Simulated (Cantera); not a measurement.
Charge: 1 mol HF, 1.2 mol H2O, 12 mol H2, a varied amount of SO2, held at 3227 °C and 2.00 bar.

These are equilibrium values from Cantera (NASA tables, ideal gas, pure condensed phases), not measurements of a reactor. Candidate condensed phases: H2O, H2SO4, S; 43 gas species. Kinetics and transport are ignored.

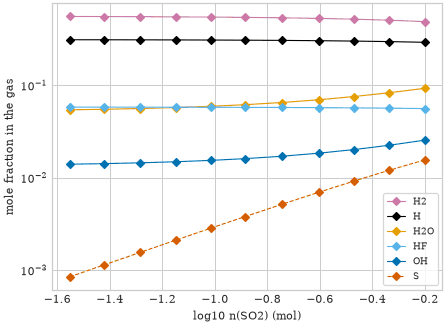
Figure. Equilibrium gas composition (values under 1e-9 drawn at 1e-9)

From 0.028 mol SO2 to 0.63 mol SO2 nothing is condensed.
